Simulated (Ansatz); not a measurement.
## TaN under a change: Bi on a N site, symmetric start

Start from a 24-atom supercell of TaN in the rock salt structure (space group Fm-3m, No. 225; a = 4.376 Å) at its relaxed geometry.

It is then changed as follows: a neutral Bi on a N site, symmetric start, atoms relaxed at fixed cell.

Method: PBEsol (Ansatz, a quantum-chemistry and plane-wave program; PAW; 420 eV plane waves; no SOC). Γ-centred 6×5×6 mesh, Fermi–Dirac width 0.05 eV.

```json
[
 {"quantity": "pressure", "base": "0.0 GPa", "changed": "35.9 GPa", "shift": "+35.9 GPa"},
 {"quantity": "largest displacement of a host atom from its site in the perfect cell", "base": "–", "changed": "0.33 Å", "shift": "–"},
 {"quantity": "mean distance from the defect site to its nearest host atoms", "base": "219 pm", "changed": "250 pm", "shift": "+31.7 pm"}
]
```

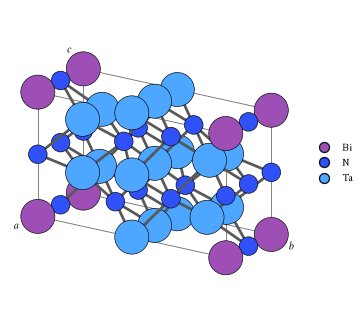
Figure: The relaxed cell after the change

In so small a cell the defect repeats every few ångströms: this is an ordered compound, not a dilute defect. The defect started on the symmetric site and kept its symmetry, so it may sit on a saddle. All final runs are without spin polarisation. The defect cell is not spin-polarised. This is not the structure that TaN has at room temperature and ambient pressure.
